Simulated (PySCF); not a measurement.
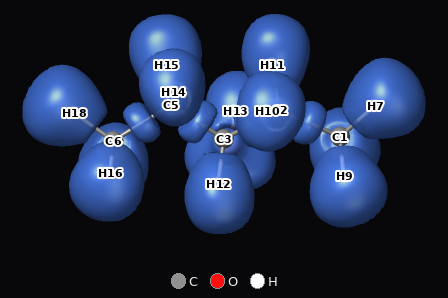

Figure. C5H12O. Isosurface of the ELF at 0.75 (blue), seen from one side. Only the valence region is drawn (cores and ρ < 0.01 e/Å³ removed).

Geometry: GFN2-xTB, MD frame at 250 fs, 400 K.

Computed with PySCF 2.14.0, PBE0/pcSseg-1, SCF density, gas phase, non-relativistic.

```yaml
atoms:
  - { symbol: C, position_ang: [2.6723, -0.2288, 0.3772] }
  - { symbol: C, position_ang: [1.3207, -0.6250, -0.2957] }
  - { symbol: C, position_ang: [0.0124, -0.1195, 0.3458] }
  - { symbol: O, position_ang: [0.0705, -0.3410, 1.7684] }
  - { symbol: C, position_ang: [-1.1728, -0.7096, -0.3000] }
  - { symbol: C, position_ang: [-2.4865, 0.0830, -0.0207] }
  - { symbol: H, position_ang: [3.4728, -0.8319, -0.0656] }
  - { symbol: H, position_ang: [2.5598, -0.3216, 1.4209] }
  - { symbol: H, position_ang: [2.8119, 0.7921, 0.1324] }
  - { symbol: H, position_ang: [1.1091, -0.2886, -1.3552] }
  - { symbol: H, position_ang: [1.1110, -1.7021, -0.3499] }
  - { symbol: H, position_ang: [-0.0645, 0.9739, 0.2758] }
  - { symbol: H, position_ang: [0.1256, -1.2791, 1.9634] }
  - { symbol: H, position_ang: [-1.0500, -0.7062, -1.3430] }
  - { symbol: H, position_ang: [-1.3401, -1.7593, -0.0106] }
  - { symbol: H, position_ang: [-2.4931, 0.9882, -0.4756] }
  - { symbol: H, position_ang: [-2.4366, 0.0875, 1.0751] }
  - { symbol: H, position_ang: [-3.3999, -0.4985, -0.2373] }
```

### What do the ELF domains correspond to?

The surface consists of four regions between bonded C–C atoms (shared pairs), eleven regions around hydrogen nuclei and one joined region spread over several atoms (H, O), in which their bonds and any lone pairs are merged. Along the contacts the grid gives the following. C–O (1.44 Å): the ELF peaks at about 0.90 between the atoms (a shared but strongly polarised pair). C–C (1.47 Å): the ELF peaks at about 0.95 between the atoms; a shared electron pair.
